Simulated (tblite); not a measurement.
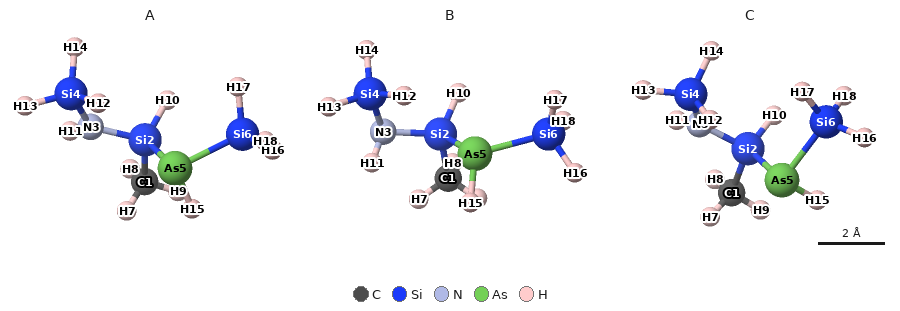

3 geometries from one relaxation of CH₁₂AsNSi₃, in shuffled order. Style: ball-and-stick. Shown from a free direction.

Level of theory: tblite 0.8.0, GFN2-xTB geometry optimisation, gas phase. 

Put them in the order of the run, from the start to the converged end.

B, A, C. They are steps 0, 159, 268, at +1.074 eV, +0.055 eV relative to the last. The largest move after the best rigid fit is that of H15, 2.04 Å. Largest moves by element: H 2.04 Å, Si 0.87 Å, As 0.87 Å, C 0.68 Å, N 0.57 Å. Some distances before and after: N3–Si4 1.786 → 1.725 Å, Si2–N3 1.782 → 1.742 Å, Si2–H10 1.449 → 1.487 Å, N3–H11 1.042 → 1.007 Å. Bond angles that change, for instance: Si2–As5–H15 113.9° → 91.8°, Si6–As5–H15 109.8° → 92.4°, Si2–N3–Si4 112.1° → 128.3°. Groups turn about C1–Si2 by about 35°. After 268 geometry steps the energy has fallen by 1.074 eV.
